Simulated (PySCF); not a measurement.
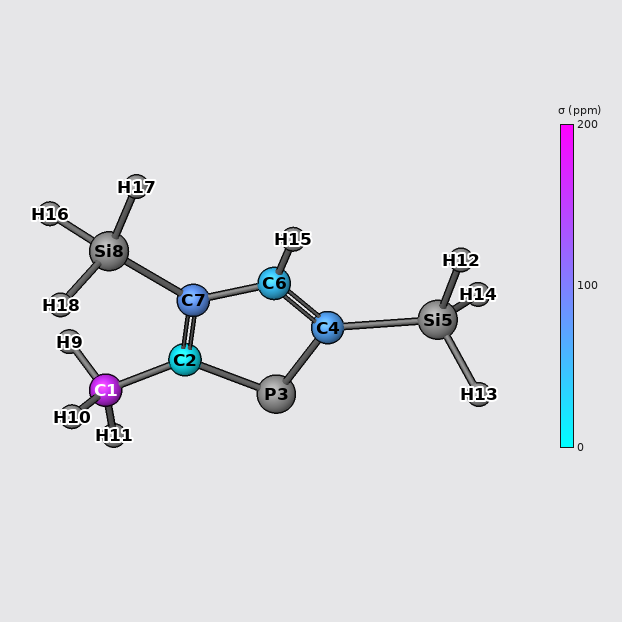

Atoms are coloured by their isotropic NMR shieldings (C only, the others grey). Charge −1, singlet. The computed structure is the end point of a GFN2-xTB optimisation. No frequency run is at hand to confirm it as a minimum. Properties computed with GIAO PBE0/pcSseg-1 NMR shielding, non-relativistic, gas phase (PySCF 2.14.0).

Q: Which C atom is the most shielded (lowest chemical shift)?

A: C1 (165.2 ppm).

Q: Which C atom is the least shielded (highest chemical shift)?

A: C2 (15.5 ppm).

Q: How wide is the range of C shifts?

A: 149.7 ppm.

Give the isotropic NMR shieldings of the C atoms atom by atom.

```tsv
atom	σ (ppm)
C1	165.2
C2	15.5
C4	67.5
C6	44.2
C7	77.8
```

The geometry is semi-empirical. Around P, Si such bond lengths and angles can be off by a tenth of an ångström or more and by several degrees, and values that hang on the shape move with them.
